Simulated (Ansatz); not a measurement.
ClFGaH$_{2}$NSi

Input file:

```
crystal:
  periodic: [false, false, false]
  atoms:
    - {symbol: Cl, position_ang: [-3.775709, -1.476774, -1.209111]}
    - {symbol: F, position_ang: [-1.047488, -0.255186, -1.105494]}
    - {symbol: Ga, position_ang: [-0.921989, 0.610828, 1.719509]}
    - {symbol: "N", position_ang: [-1.810878, -1.026299, 1.242309]}
    - {symbol: Si, position_ang: [-1.875516, -1.472593, -0.394380]}
    - {symbol: H, position_ang: [-2.291322, -1.593471, 1.941483]}
    - {symbol: H, position_ang: [-1.241646, -2.747493, -0.798792]}
basis:
  gaussian: {orbitals: def2-TZVPD}
magnetization: {spin_polarized: false, initial_magnetization: 0}
hamiltonian: {xc: {name: PBE0}}
output: {forces: true, orbitals: {seedname: orbitals}}
```

Command:

```sh
ansatz run input.yaml --threads 2 --pin off --max-ram 4350MiB --events-out events.jsonl --progress --plain --runs-dir runs
```

Geometry: r2SCAN-D4/def2-SVP.

The calculation used isolated molecule in a Gaussian basis; Kohn-Sham density functional theory, functional PBE0 (Ansatz 0.2.0).

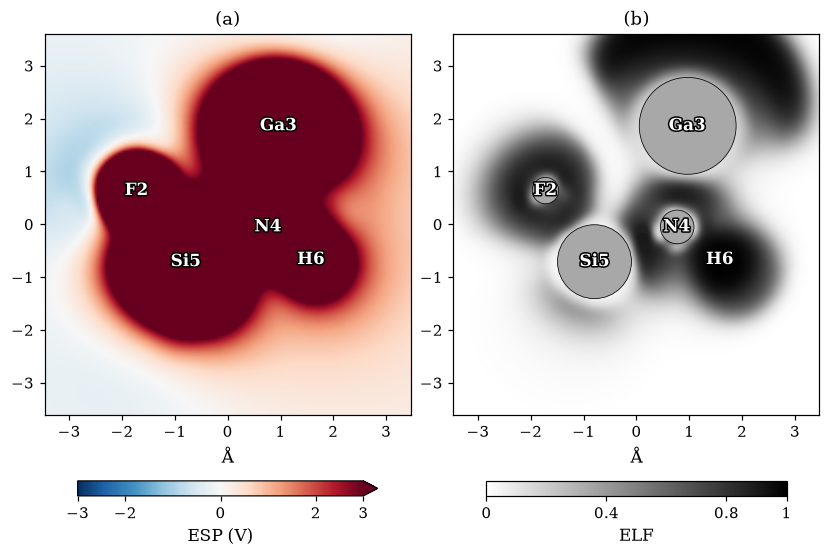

Figure 1. (a) electrostatic potential; (b) ELF on the plane of atoms Ga3, N4 and Si5. Grey discs cover the atomic cores in the ELF map.

### Read the bonding off the picture.

- The plane passes through F, Ga, N, Si and H nuclei.
- Si–F (1.64 Å): the ELF peaks at about 0.85 in the valence shell of F, 0.6 Å from its nucleus, and is about 0.60 at the midpoint.
- Si–N (1.70 Å): the ELF peaks at about 0.90 between the atoms, as expected for a shared but strongly polarised pair.
- Ga–N (1.92 Å): the ELF peaks at about 0.90 in the valence shell of N, 0.6 Å from its nucleus, and is about 0.30 at the midpoint.
- N–H (1.02 Å): the ELF climbs to about 1 towards the hydrogen, as it does in any bond to H; an ordinary covalent bond to hydrogen.
- The ELF also peaks beside F2, away from the bonds: lone-pair regions.
- Outside the dense part of the molecule the potential is most negative (−0.9 V) near F2.

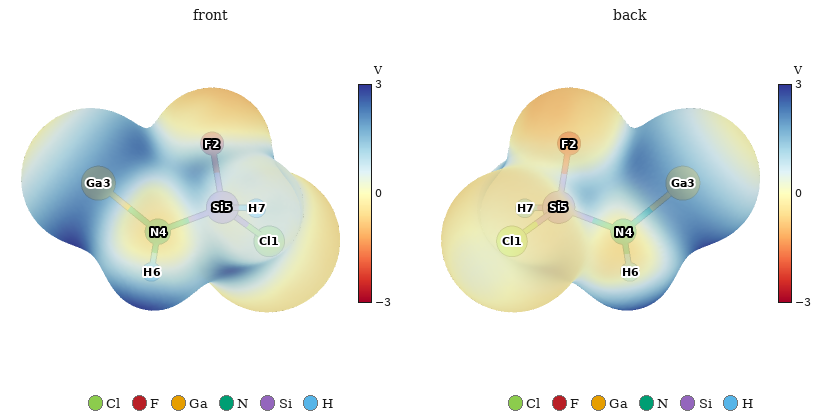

Figure 2. The molecular electrostatic potential painted on the density surface at 0.004 e/bohr³, seen from the front and from behind; the colour scale runs from red (negative) to blue (positive).

### Which sites attract a positive test charge, and which a negative one?

A positive charge is drawn to the negative regions and a negative charge to the positive ones. The most negative region (about −0.9 V) lies over F2, the most positive (about +2.8 V) over Ga3 and H6. Cl1 shows a σ-hole: about +0.3 V at the tip opposite its bond, against about −0.4 V on its flanks.

### How polar is the molecule by this calculation?

Its dipole moment is 2.58 D.

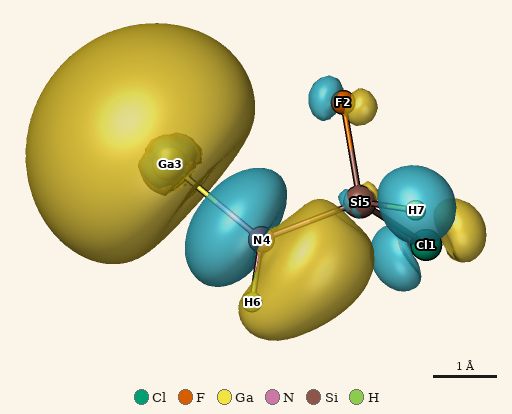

Figure 3. The HOMO at ±0.06 Å⁻³ᐟ² (yellow and cyan are the two phases), seen across its widest extent.

### Describe this orbital and give its energy.

It lies mainly on Ga3 (about 75 %) and N4 (about 20 %). Its energy is −7.09 eV.
